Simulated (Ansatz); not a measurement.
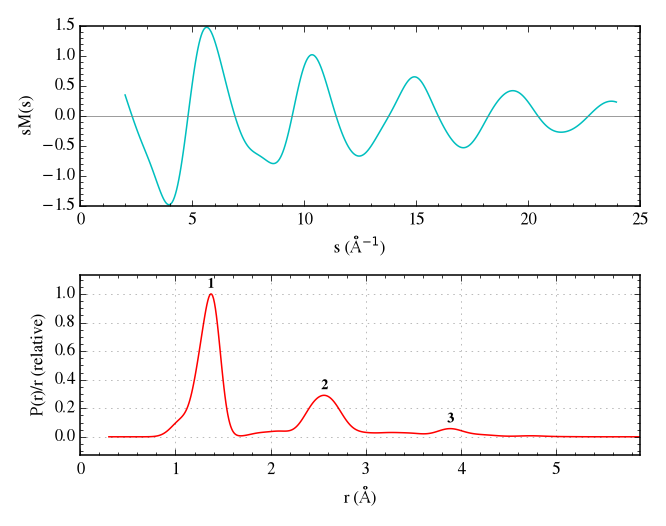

Simulated gas electron diffraction: reduced molecular intensity sM(s) from the Debye equation in the first Born approximation (top) and the radial distribution curve (bottom) of C₃H₃NO. Each pair of atoms contributes with weight ZᵢZⱼ/r; damping constant 0.002 Å²; vibrational amplitudes assumed, not computed: 0.05 Å for bonds, 0.078 Å for bonds to H, 0.06 + 0.015 r up to 0.15 Å for other pairs. The geometry is the end point of an optimisation (Ansatz 0.2.0, RKS B3LYP-D4/def2-SVP); it may be a saddle point or a higher isomer. SMILES: C=C1OC1=N.

Question: Read the positions of the numbered peaks and name the main pairs (– for bonds).

Answer: Peak 1, 1.37 Å: N–C 1.25 Å, C–C 1.32–1.41 Å (×2), O–C 1.38–1.41 Å (×2), not resolved
Peak 2, 2.56 Å: O···N 2.43 Å, O···C 2.55 Å, N···C 2.63 Å, C···C 2.70 Å, not resolved
Peak 3, 3.89 Å: N···C 3.88 Å, C···H 4.10 Å, not resolved; in its flanks N···H 4.27 Å
